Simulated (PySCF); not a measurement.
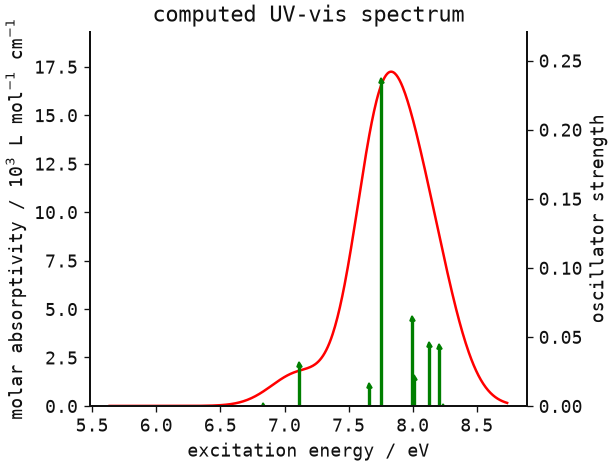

Computed absorption of C₃H₁₂Si₂, SMILES C[SiH2]CC[SiH3]. Vertical TDDFT excitations, B3LYP/def2-SVPD in PySCF, at a PBE0-D3(BJ)/def2-SVP geometry (no frequency check), gas phase. The lowest 10 singlet states are shown; each is broadened by a Gaussian of 1/e half-width 0.30 eV. Sticks give oscillator strengths (right axis). States within 0.01 eV of each other are merged, with their strengths summed. The highest state may be half of a pair whose partner wasn't computed.

Where is the lowest singlet, and is it bright?

Answer. S1 lies at 6.84 eV (181 nm) with f = 0.001, mainly HOMO → LUMO (99 %); it is dark or nearly so.

Does any vertical transition fall in the visible?

Answer. No singlet lies below 3.1 eV (beyond 400 nm), so at this level no vertical transition falls in the visible.

Which of the computed transitions is the brightest, and what character does the calculation give it?

Answer. S4 at 7.76 eV (160 nm), f = 0.236, mainly HOMO → LUMO+2 (72 %).

Note: states above the negative HOMO energy depend on the basis; one conformer of a flexible molecule; core orbitals are frozen in the response.
